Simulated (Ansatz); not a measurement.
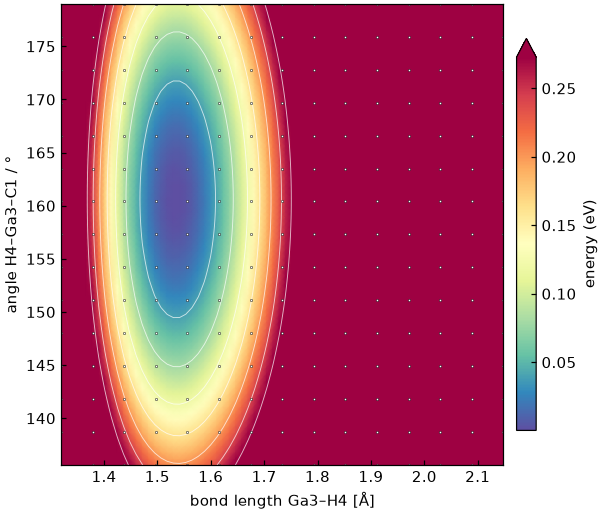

C2HGa, SMILES [C]1#[C][GaH]1. The first coordinate is: bond length Ga3–H4; the second: angle H4–Ga3–C1. Nothing is relaxed (all other coordinates rigid). The scan uses a 15 × 15 grid. Energies are in eV, from the relaxed molecule at the same level. These are results of Ansatz, RKS PBE0-D4/def2-TZVP, not measurements.

In the figure: a smooth colour map with a few white contour lines, dots at the grid points, one colour for all values above the top of the scale. Between grid points the surface is interpolated.

> Estimate the position of the minimum and the force constants in these coordinates.

The interpolated minimum is at bond length Ga3–H4 ≈ 1.535 Å, angle H4–Ga3–C1 ≈ 160.6°. The curvatures there are about 16 eV/Å² and 2.1 eV/rad², with a cross term of about 0 eV/(Å·rad). Round the minimum the two coordinates are nearly uncoupled.
